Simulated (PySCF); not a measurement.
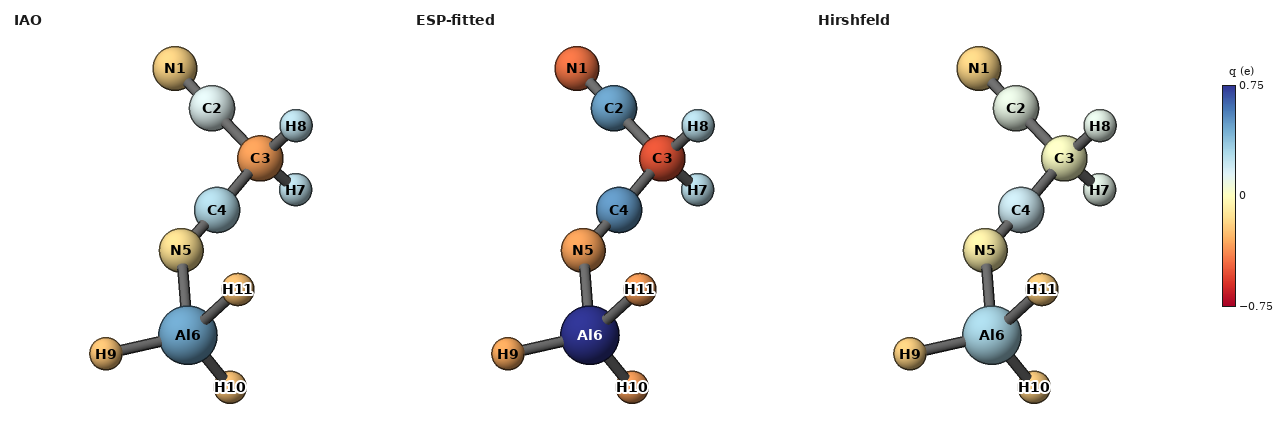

Atomic charges of one calculation by 3 schemes, on one colour scale. Computed geometry: GFN2-xTB optimisation. No frequency run is at hand to confirm it as a minimum. Level of theory: PBE0/pcSseg-1 (PySCF 2.14.0).

**Which scheme gives the most polar picture (largest mean size of the charges)?**

The ESP-fitted charges are the largest in size here, and the Hirshfeld charges the smallest.

**On which atom do the schemes disagree most?**

On C3 (from −0.50 to 0.01 e).

List the charges (e), one line for each set of equivalent atoms. Atoms whose distances differ by more than 0.02 Å in this geometry are listed apart.

```
atom    IAO  ESP-fitted  Hirshfeld
  N1  −0.18       −0.43      −0.17
  C2   0.14        0.47       0.10
  C3  −0.32       −0.50       0.01
  C4   0.26        0.49       0.20
  N5  −0.14       −0.32      −0.06
 Al6   0.45        0.75       0.29
  H7   0.24        0.25       0.11
  H8   0.24        0.25       0.11
  H9  −0.22       −0.30      −0.19
 H10  −0.23       −0.33      −0.20
 H11  −0.23       −0.33      −0.20
```

The geometry is semi-empirical. Around Al such bond lengths and angles can be off by a tenth of an ångström or more and by several degrees, and values that hang on the shape move with them.
